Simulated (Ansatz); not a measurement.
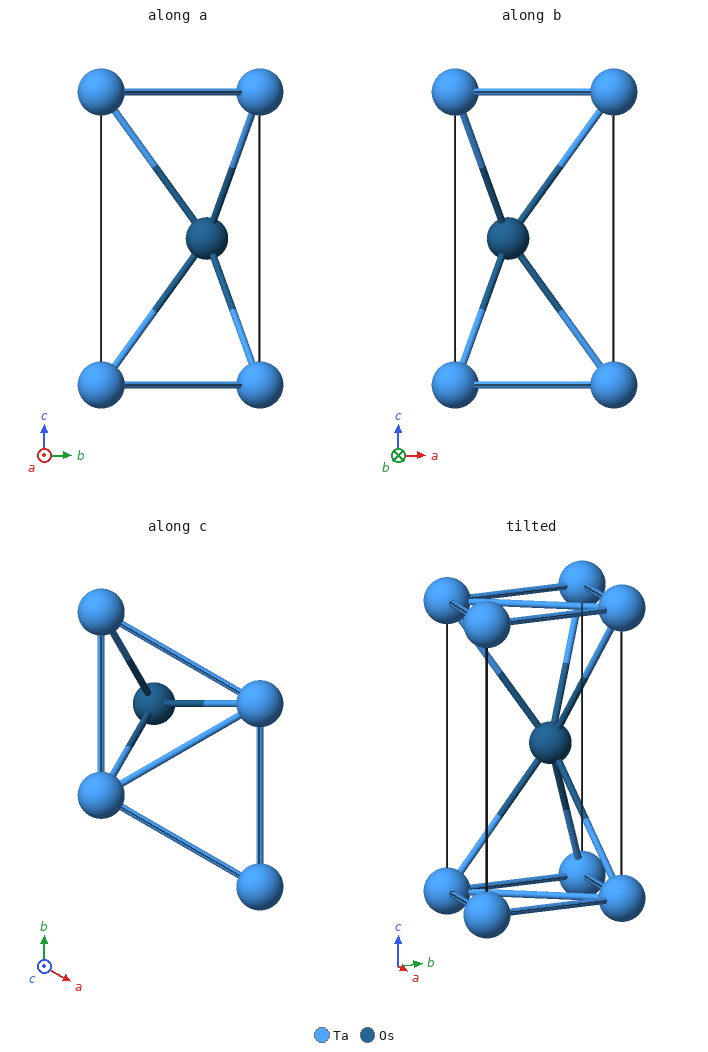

Ball-and-stick representation of a periodic structure, projected along the a axis, along the b axis, along the c axis and slightly off an axis. The frame is the conventional unit cell; atoms at its boundary are shown with their periodic copies.

Lattice parameters: a = 2.8588 Å, b = 2.8588 Å, c = 4.5719 Å, α = 90.000°, β = 90.000°, γ = 120.000°.

Question: Convert the drawing into a CIF with its space group and independent sites.

Answer:
```cif
data_structure
_symmetry_space_group_name_H-M 'P -6 m 2'
_symmetry_Int_Tables_number 187
_cell_length_a 2.8588
_cell_length_b 2.8588
_cell_length_c 4.5719
_cell_angle_alpha 90.000
_cell_angle_beta 90.000
_cell_angle_gamma 120.000
_cell_volume 32.36
loop_
_atom_site_label
_atom_site_type_symbol
_atom_site_symmetry_multiplicity
_atom_site_Wyckoff_symbol
_atom_site_fract_x
_atom_site_fract_y
_atom_site_fract_z
_atom_site_occupancy
Ta1 Ta 1 a 0.0000 0.0000 0.0000 1
Os1 Os 1 d 0.3333 0.6667 0.5000 1
```

The cell started as a structure type filled with these elements by a generator (whether the compound takes this form wasn't checked). Earlier steps of the study may have refined or changed the cell and positions. A calculation with Ansatz used it as input.
